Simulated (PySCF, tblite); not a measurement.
# C₄H₄ClF₂N: a rotation path, then NMR shifts on frames, part 2 of 2

tblite 0.8.0 and PySCF 2.14.0. Atoms count from 0. The steps go on from the part before.

## (5) Nuclear shieldings: image 4, PBE0/pcSseg-1

What the job is given:

```
{"job": {"kind": "nmr", "xc": "PBE0", "basis": "pcSseg-1", "pop": false}, "charge": 0, "multiplicity": 1}
N     -0.423200     2.706600     0.002200
C     -0.295100     1.591700    -0.200000
C     -0.081100     0.166900    -0.441300
F     -0.149900    -0.065800    -1.799900
C      1.337700    -0.223700     0.066800
F      2.108000    -0.646100    -0.969800
C     -1.192200    -0.666900     0.210700
Cl    -1.288400    -0.292900     1.948600
H      1.275600    -1.044500     0.788500
H      1.841600     0.637000     0.519700
H     -2.154700    -0.433000    -0.247300
H     -0.977000    -1.729900     0.095800
```

Level: GIAO PBE0/pcSseg-1 NMR shielding, non-relativistic, gas phase.

What it wrote:

```text
coarse grid: 11688 points
cycle   1  E = -868.5947324803  dE =  1.084e+00  |g| = 7.919e-01  |ddm| = 3.126e+00
cycle   2  E = -868.2551770804  dE =  3.396e-01  |g| = 1.551e+00  |ddm| = 1.703e+00
cycle   3  E = -868.7063759618  dE = -4.512e-01  |g| = 2.114e-01  |ddm| = 1.195e+00
cycle   4  E = -868.7137067755  dE = -7.331e-03  |g| = 9.214e-02  |ddm| = 1.782e-01
cycle   5  E = -868.7153349787  dE = -1.628e-03  |g| = 1.423e-02  |ddm| = 6.712e-02
cycle   6  E = -868.7153725651  dE = -3.759e-05  |g| = 4.027e-03  |ddm| = 1.645e-02
cycle   7  E = -868.7153753664  dE = -2.801e-06  |g| = 1.077e-03  |ddm| = 4.076e-03
final grid: 112272 points
cycle   8  E = -868.7755628982  dE = -4.395e-05  |g| = 7.588e-03  |ddm| = 2.826e-02
cycle   9  E = -868.7755539042  dE =  8.994e-06  |g| = 1.061e-02  |ddm| = 1.302e-02
cycle  10  E = -868.7755737641  dE = -1.986e-05  |g| = 1.258e-03  |ddm| = 7.482e-03
cycle  11  E = -868.7755739534  dE = -1.893e-07  |g| = 5.686e-04  |ddm| = 1.228e-03
cycle  12  E = -868.7755740114  dE = -5.797e-08  |g| = 2.055e-04  |ddm| = 4.484e-04
cycle  13  E = -868.7755740200  dE = -8.568e-09  |g| = 3.794e-05  |ddm| = 1.493e-04
cycle  14  E = -868.7755740203  dE = -2.967e-10  |g| = 9.405e-06  |ddm| = 4.007e-05
converged SCF energy = -868.7755740203

GIAO shielding tensors (ppm)
atom      isotropic    diamagn.    paramagn.     s11        s22        s33       span
  0 N      -50.510     338.128    -388.638   -228.642   -189.368    266.480    495.122
  1 C       64.990     261.700    -196.710    -54.695    -45.515    295.179    349.873
  2 C      102.127     239.844    -137.716     72.276     86.652    147.454     75.178
  3 F      358.762     470.167    -111.405    342.869    353.383    380.035     37.166
  4 C       98.101     241.323    -143.223     73.292     82.751    138.258     64.966
  5 F      425.634     467.098     -41.464    369.136    414.157    493.608    124.472
  6 C      132.496     246.432    -113.936    110.737    133.926    152.825     42.089
  7 Cl     883.461    1146.089    -262.628    745.424    825.413   1079.547    334.123
  8 H       26.720      28.033      -1.313     21.532     27.538     31.090      9.558
  9 H       26.449      27.641      -1.192     22.608     27.841     28.898      6.290
 10 H       27.689      27.764      -0.075     22.603     27.028     33.437     10.834
 11 H       27.948      28.504      -0.556     22.941     27.465     33.439     10.498
```

Run time: 58 s. Hardware: 1 thread, shared host.

In short: δ C1 121.9, C4 88.8, C2 84.8, C6 54.4, H9 5.27, H8 5.00 ppm.

## (6) NMR shieldings: image 6, PBE0/pcSseg-1

What the job is given:

```
{"job": {"kind": "nmr", "xc": "PBE0", "basis": "pcSseg-1", "pop": false}, "charge": 0, "multiplicity": 1}
N     -0.354100     2.695400    -0.199000
C     -0.251400     1.567900    -0.333500
C     -0.084600     0.122200    -0.456000
F     -0.189400    -0.243500    -1.785000
C      1.319500    -0.270200     0.056300
F      2.252000    -0.023400    -0.902100
C     -1.200100    -0.621600     0.290100
Cl    -1.252800    -0.121800     1.995600
H      1.360700    -1.339200     0.289700
H      1.582900     0.326800     0.935200
H     -2.164600    -0.397000    -0.168600
H     -1.016800    -1.696200     0.251300
```

With the program's defaults for keys left out, this is: GIAO PBE0/pcSseg-1 NMR shielding, non-relativistic, gas phase.

What it wrote:

```text
coarse grid: 11688 points
cycle   1  E = -868.6000781076  dE =  1.086e+00  |g| = 7.949e-01  |ddm| = 3.137e+00
cycle   2  E = -868.2569737504  dE =  3.431e-01  |g| = 1.557e+00  |ddm| = 1.732e+00
cycle   3  E = -868.7128459958  dE = -4.559e-01  |g| = 2.134e-01  |ddm| = 1.216e+00
cycle   4  E = -868.7203284578  dE = -7.482e-03  |g| = 9.255e-02  |ddm| = 1.817e-01
cycle   5  E = -868.7219697231  dE = -1.641e-03  |g| = 1.381e-02  |ddm| = 6.704e-02
cycle   6  E = -868.7220057177  dE = -3.599e-05  |g| = 3.887e-03  |ddm| = 1.581e-02
cycle   7  E = -868.7220083365  dE = -2.619e-06  |g| = 1.072e-03  |ddm| = 3.928e-03
final grid: 112272 points
cycle   8  E = -868.7807332218  dE = -4.459e-05  |g| = 7.678e-03  |ddm| = 3.001e-02
cycle   9  E = -868.7807247379  dE =  8.484e-06  |g| = 1.053e-02  |ddm| = 1.330e-02
cycle  10  E = -868.7807445875  dE = -1.985e-05  |g| = 1.342e-03  |ddm| = 7.491e-03
cycle  11  E = -868.7807448171  dE = -2.296e-07  |g| = 5.386e-04  |ddm| = 1.302e-03
cycle  12  E = -868.7807448653  dE = -4.817e-08  |g| = 2.314e-04  |ddm| = 4.441e-04
cycle  13  E = -868.7807448762  dE = -1.094e-08  |g| = 3.989e-05  |ddm| = 1.651e-04
cycle  14  E = -868.7807448765  dE = -3.192e-10  |g| = 9.105e-06  |ddm| = 4.250e-05
converged SCF energy = -868.7807448765

GIAO shielding tensors (ppm)
atom      isotropic    diamagn.    paramagn.     s11        s22        s33       span
  0 N      -50.851     338.125    -388.976   -227.442   -199.170    274.059    501.501
  1 C       66.288     261.346    -195.058    -49.833    -44.962    293.658    343.491
  2 C       99.125     240.417    -141.292     68.512     86.473    142.391     73.880
  3 F      361.725     470.911    -109.186    331.469    368.414    385.291     53.822
  4 C       95.881     241.662    -145.780     69.445     82.394    135.805     66.360
  5 F      428.825     467.866     -39.040    374.197    435.978    476.300    102.103
  6 C      134.562     246.615    -112.053    111.922    135.099    156.666     44.744
  7 Cl     880.040    1146.049    -266.009    738.826    830.704   1070.590    331.765
  8 H       26.866      28.137      -1.270     21.778     28.640     30.180      8.402
  9 H       26.405      27.874      -1.470     22.074     27.448     29.692      7.618
 10 H       27.691      27.866      -0.175     22.583     26.970     33.520     10.936
 11 H       28.088      28.632      -0.544     23.120     27.549     33.594     10.474
```

Run time: 57 s. Hardware: 1 thread, shared host.

In short: δ C1 120.6, C4 91.0, C2 87.8, C6 52.4, H9 5.31, H8 4.85 ppm.

## (7) Shielding tensors: image 8, PBE0/pcSseg-1

What the job is given:

```
{"job": {"kind": "nmr", "xc": "PBE0", "basis": "pcSseg-1", "pop": false}, "charge": 0, "multiplicity": 1}
N     -0.368900     2.672800    -0.437400
C     -0.234600     1.541000    -0.452800
C     -0.078500     0.089300    -0.463700
F     -0.228500    -0.367300    -1.764900
C      1.315400    -0.313500     0.044100
F      2.290700     0.426100    -0.554600
C     -1.194200    -0.573000     0.357900
Cl    -1.165000     0.006300     2.038600
H      1.502700    -1.364100    -0.202600
H      1.385500    -0.142800     1.122900
H     -2.164100    -0.320100    -0.073600
H     -1.059300    -1.655400     0.360000
```

With the program's defaults for keys left out, this is: GIAO PBE0/pcSseg-1 NMR shielding, non-relativistic, gas phase.

What it wrote:

```text
coarse grid: 11688 points
cycle   1  E = -868.6020438630  dE =  1.083e+00  |g| = 7.971e-01  |ddm| = 3.139e+00
cycle   2  E = -868.2579049523  dE =  3.441e-01  |g| = 1.561e+00  |ddm| = 1.775e+00
cycle   3  E = -868.7152837022  dE = -4.574e-01  |g| = 2.152e-01  |ddm| = 1.247e+00
cycle   4  E = -868.7228965188  dE = -7.613e-03  |g| = 9.275e-02  |ddm| = 1.842e-01
cycle   5  E = -868.7245480433  dE = -1.652e-03  |g| = 1.336e-02  |ddm| = 6.697e-02
cycle   6  E = -868.7245822380  dE = -3.419e-05  |g| = 3.737e-03  |ddm| = 1.514e-02
cycle   7  E = -868.7245846918  dE = -2.454e-06  |g| = 1.062e-03  |ddm| = 3.879e-03
final grid: 112272 points
cycle   8  E = -868.7835960043  dE = -4.402e-05  |g| = 8.006e-03  |ddm| = 2.865e-02
cycle   9  E = -868.7835859288  dE =  1.008e-05  |g| = 1.126e-02  |ddm| = 1.382e-02
cycle  10  E = -868.7836080010  dE = -2.207e-05  |g| = 1.289e-03  |ddm| = 7.850e-03
cycle  11  E = -868.7836082090  dE = -2.080e-07  |g| = 5.585e-04  |ddm| = 1.308e-03
cycle  12  E = -868.7836082639  dE = -5.490e-08  |g| = 2.151e-04  |ddm| = 4.503e-04
cycle  13  E = -868.7836082734  dE = -9.471e-09  |g| = 3.527e-05  |ddm| = 1.534e-04
cycle  14  E = -868.7836082736  dE = -2.576e-10  |g| = 8.101e-06  |ddm| = 3.679e-05
converged SCF energy = -868.7836082736

GIAO shielding tensors (ppm)
atom      isotropic    diamagn.    paramagn.     s11        s22        s33       span
  0 N      -55.260     338.173    -393.433   -225.427   -213.953    273.601    499.028
  1 C       68.284     261.130    -192.846    -45.589    -43.199    293.640    339.229
  2 C       94.401     241.060    -146.659     64.803     85.792    132.607     67.804
  3 F      351.352     471.865    -120.513    304.243    358.071    391.743     87.501
  4 C       97.567     241.345    -143.778     70.866     83.317    138.518     67.651
  5 F      428.375     468.879     -40.504    383.144    419.599    482.383     99.239
  6 C      137.370     246.764    -109.393    109.859    137.483    164.769     54.910
  7 Cl     860.765    1146.046    -285.282    713.194    804.549   1064.552    351.358
  8 H       26.749      27.796      -1.048     22.592     28.098     29.556      6.964
  9 H       26.441      27.705      -1.264     21.074     26.978     31.272     10.198
 10 H       27.711      27.959      -0.249     22.542     26.893     33.697     11.155
 11 H       28.232      28.626      -0.393     23.092     27.601     34.004     10.912
```

Wall time 56 s (1 thread, shared host).

This run: δ C1 118.6, C2 92.5, C4 89.4, C6 49.6, H9 5.28, H8 4.97 ppm.

## (8) Run by run: NMR shifts

Shifts (ppm) of some atoms, chosen among heavy atoms and hydrogens apart, with basis size and wall time:

```csv
frame,C2,C4,H8,H11,F3,F5,Cl7,functions,time
image 0,92.4,86.1,5.17,4.29,-181.6,-262.5,81,163,53 s
image 2,88.4,83.6,5.18,3.99,-188.6,-262.9,83,163,57 s
image 4,84.8,88.8,5.00,3.77,-187.8,-254.7,66,163,58 s
image 6,87.8,91.0,4.85,3.63,-190.8,-257.9,70,163,57 s
image 8,92.5,89.4,4.97,3.48,-180.4,-257.4,89,163,56 s
```

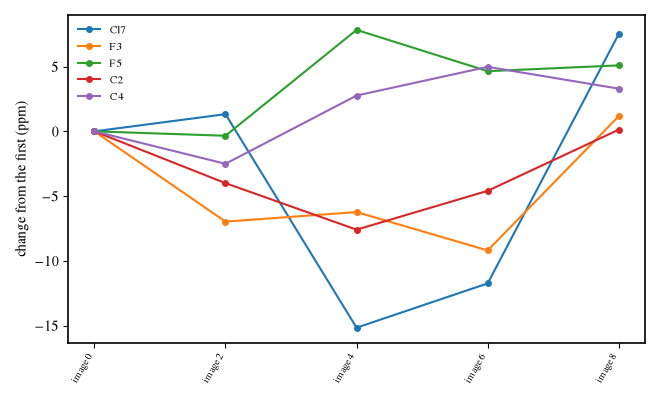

How five of the tabulated atoms move from run to run.

## (9) What came out

This closing draws on all 2 parts.

```
                                         quantity                               value
                                          barrier  0.189 eV (4.4 kcal/mol) at image 4
                            end to end (GFN2-xTB)                            0.054 eV
  ¹³C shifts against TMS (PBE0/pcSseg-1, image 0)         118.8, 92.4, 86.1, 47.9 ppm
   ¹H shifts against TMS (PBE0/pcSseg-1, image 0)          5.18, 5.17, 4.29, 3.88 ppm
  ¹⁵N shifts against NH3 (PBE0/pcSseg-1, image 0)                           322.9 ppm
¹⁹F shifts against CFCl3 (PBE0/pcSseg-1, image 0)                  -181.6, -262.5 ppm
 ³⁵Cl shifts against HCl (PBE0/pcSseg-1, image 0)                              81 ppm
                        range of the shift of Cl7                        66 to 89 ppm
```

Along the band the dihedral turns by 143°, and the top (dihedral 2°) lies 4.4 kcal/mol above the start (GFN2-xTB, rough), so at room temperature this motion is fast. The top was not checked by a frequency run. Shifts at one fixed geometry are not the observed spectrum, which averages over the motion. In the first frame run (image 0): The widest tensor belongs to N0: span 490 ppm, with a paramagnetic part of -393 ppm. Across the 5 runs the shift of Cl7 moves most, between 66 (image 4) and 89 ppm (image 8).
